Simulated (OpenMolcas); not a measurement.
```
&GATEWAY
Basis set
Fe.ANO-RCC-VDZP.
Fe1 0.0 0.0 0.0 Angstrom
End of basis
Basis set
F.ANO-RCC-VDZP.
L1 2.154000 0.000000 0.000000 Angstrom
L2 0.000000 2.154000 0.000000 Angstrom
L3 0.000000 0.000000 2.154000 Angstrom
End of basis
Basis set
Li.EMB-AIMP.Seijo.0s.0s.ECP.LiF.
PseudoCharge
* 67 symmetry-unique lattice sites within 7.6 angstrom
End of basis
Basis set
F.EMB-AIMP.Seijo.0s.0s.ECP.LiF.
PseudoCharge
* 55 symmetry-unique lattice sites within 7.6 angstrom
End of basis
Symmetry
XYZ
AngMom=0.0 0.0 0.0
AMFI
RICD
XField
973 Angstrom 0
* Evjen-weighted lattice charges
&SEWARD
&RASSCF
FileOrb=start.orb
Symmetry=1
Spin=5
nActEl=6 0 0
Inactive=18 21
Ras2=5 0
CIRoot=5 5 1
SDav=5
CIMx=300
Iter=150 100
PrWF=0.3
OrbListing=Nothing
MaxOrb=0
LevShft=1.0
>>> COPY $Project.JobIph JOB001
&RASSCF
FileOrb=start.orb
Symmetry=1
Spin=3
nActEl=6 0 0
Inactive=18 21
Ras2=5 0
CIRoot=45 45 1
SDav=45
CIMx=300
Iter=150 100
PrWF=0.3
OrbListing=Nothing
MaxOrb=0
LevShft=1.0
>>> COPY $Project.JobIph JOB002
&RASSCF
FileOrb=start.orb
Symmetry=1
Spin=1
nActEl=6 0 0
Inactive=18 21
Ras2=5 0
CIRoot=50 50 1
SDav=50
CIMx=300
Iter=150 100
PrWF=0.3
OrbListing=Nothing
MaxOrb=0
LevShft=1.0
>>> COPY $Project.JobIph JOB003
&RASSI
NrOfJobIphs=3 5 45 50
1 2 3 4 5
1 2 3 4 5 6 7 8 9 10 11 12 13 14 15 16 17 18 19 20 21 22 23 24 25 26 27
28 29 30 31 32 33 34 35 36 37 38 39 40 41 42 43 44 45
1 2 3 4 5 6 7 8 9 10 11 12 13 14 15 16 17 18 19 20 21 22 23 24 25 26 27
28 29 30 31 32 33 34 35 36 37 38 39 40 41 42 43 44 45 46 47 48 49 50
IphNames
JOB001
JOB002
JOB003
EJob
SpinOrbit
DIPRint=1.0
SOCoupling=1000.0
Subsets=2
Property=9
'ANGMOM' 1 'ANGMOM' 2 'ANGMOM' 3 'MLTPL  1' 1 'MLTPL  1' 2 'MLTPL  1' 3
'AMFI' 1 'AMFI' 2 'AMFI' 3
SOProperty=3
'ANGMOM' 1 'ANGMOM' 2 'ANGMOM' 3
```

Run as:
```bash
OMP_NUM_THREADS=1 MOLCAS_MEM=2457 MOLCAS_PROJECT=a pymolcas a.inp > a.log  # once for each step of the input, in one work folder
```

Computed with OpenMolcas: state-averaged CASSCF, active space 6 electrons in the shell 3d, basis ANO-RCC-VDZP on all atoms, DKH2 scalar Hamiltonian, spin-orbit coupling by RASSI with atomic mean-field integrals. Powder susceptibility by Van Vleck's formula.

Fe²⁺ (3d⁶) as a dopant in LiF, a cluster with its 6 nearest F⁻ at 2.154 Å (octahedron) embedded in model potentials and point charges; the geometry was set, not optimised. The cluster and the levels that result:

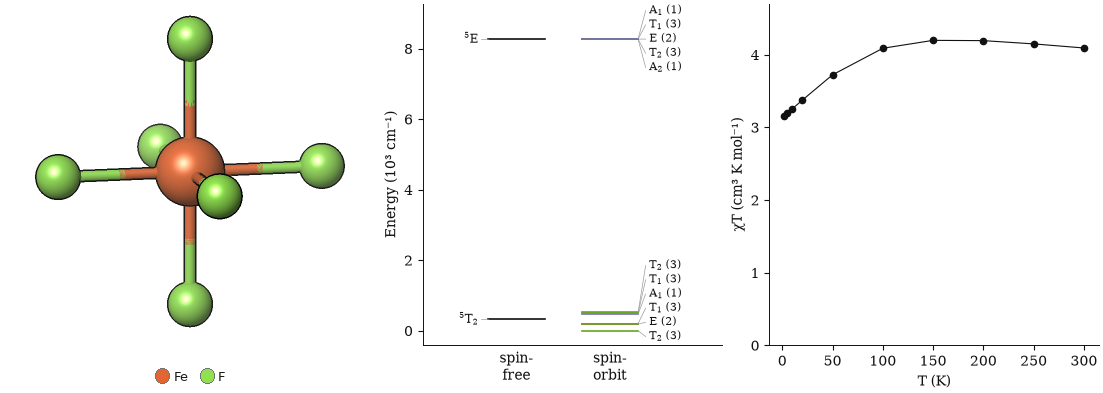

Labels give the representation in O, Td, D4 or D3 as the site allows (double group for half-integer spin) where it could be assigned and, in brackets, the degeneracy; spin-free states, where drawn, share the zero of the spin-orbit levels.

The ground level is T₂, 3-fold degenerate, 100 % from states of spin multiplicity 5. The next level lies at 191 cm⁻¹ (E). The lowest spin-free state is ⁵T₂, from the free-ion D term; of the same spin there follows at 7,940 cm⁻¹ (⁵E) above it. A ligand-field fit to the spin-free states gives |10Dq| = 7,340 cm⁻¹, B = 1,160 and C = 4,230 cm⁻¹ (rms misfit 100 cm⁻¹). χT is 3.16 cm³ K mol⁻¹ at 2 K and 4.09 at 300 K, an effective moment of 5.72 μB. The active orbitals hold 95 to 99 % metal character (Löwdin), and the Mulliken charge of the metal is +1.33.

Note: small active space favours high spin, ground spin may be wrong; the geometry is set by hand, with no relaxation and no charge compensation.
